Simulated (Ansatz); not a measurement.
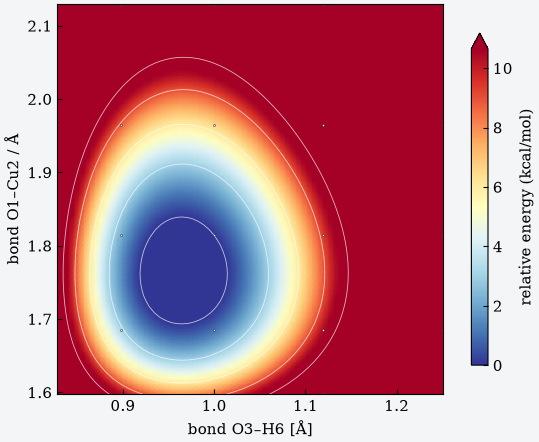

CuH3O2, SMILES [OH][Cu-][OH2+]. Two internal coordinates are moved rigidly from the geometry relaxed at PBE0-D4/def2-TZVP, all others fixed. The first coordinate is: bond O3–H6; the second: bond O1–Cu2. Grid: 5 × 5 points. Points are written as (first, second). Energies are in kcal/mol, from the lowest grid point. These are results of RKS r2SCAN-D4/def2-TZVPP (Ansatz 0.2.0), not measurements.

The picture shows a smooth colour map with a few white contour lines, dots at the grid points, one colour for all values above the top of the scale. Between grid points the surface is interpolated.

Question: Estimate the position of the minimum and the force constants in these coordinates.

Answer: The interpolated minimum is at bond O3–H6 ≈ 0.963 Å, bond O1–Cu2 ≈ 1.760 Å. The curvatures there are about 52 eV/Å² and 22 eV/Å², with a cross term of about 0 eV/Å². Round the minimum the two coordinates are nearly uncoupled. (1 eV is 23.1 kcal/mol.)
